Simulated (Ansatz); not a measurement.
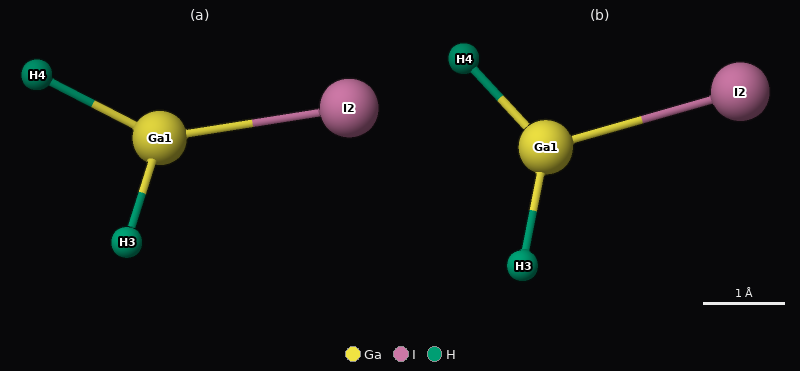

The structure of GaH$_{2}$I (coarse preliminary run) before (left) and after (right) a relaxation, at one scale.

Style: ball-and-stick. Shown at a tilt.

The start comes from a force field.

Computed with RKS PBE-D4/def2-SVP (Ansatz 0.2.0). Settings: force threshold 0.03 eV/Å; at most 200 steps.

Q: Describe what moved and what it gained.

A: The largest move after the best rigid fit is that of H4, 0.42 Å. Largest moves by element: H 0.42 Å, Ga 0.36 Å, I 0.27 Å. Among the contacts that change: Ga1–H4 1.716 → 1.572 Å, Ga1–I2 2.421 → 2.514 Å, Ga1–H3 1.568 → 1.572 Å. Among the angles between lasting bonds that change: H3–Ga1–H4 99.0° → 128.8°, I2–Ga1–H4 143.0° → 115.4°, I2–Ga1–H3 107.1° → 115.7°. The energy falls by 17.4 kcal/mol in 3 geometry steps. Largest force component: 2.3 eV/Å at the start, 0.012 eV/Å at the end.
